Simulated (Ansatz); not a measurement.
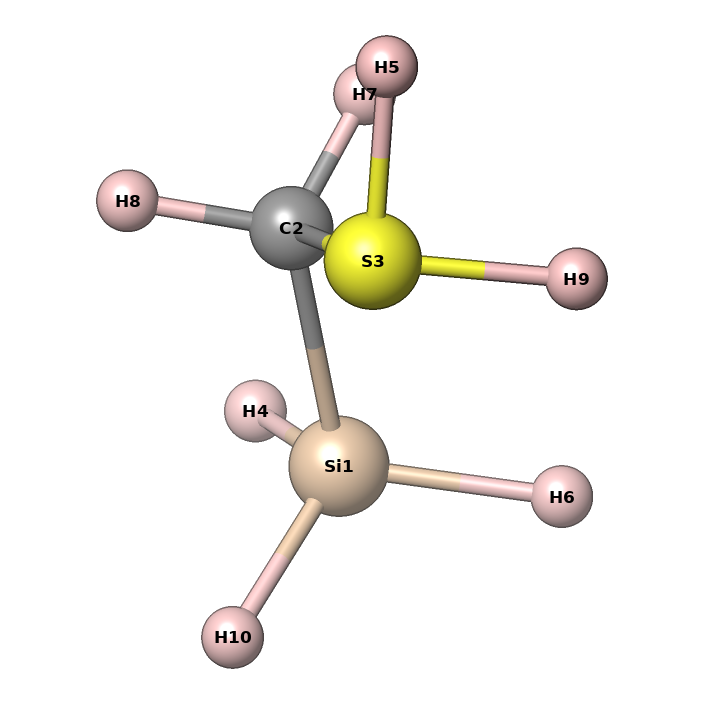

C2 lies behind S3. The molecule seen a little off the S3–C2 bond, S3 in front. Distant atoms are faded towards the background colour. Charge +1, singlet. The computed structure is the end point of a PBE-D4/def2-SVP optimisation. No frequency run is at hand to confirm it as a minimum.

What is the torsion angle H5–S3–C2–Si1? The sign is positive where the front bond must turn clockwise to cover the back bond.

Answer. 162°, antiperiplanar (anti).
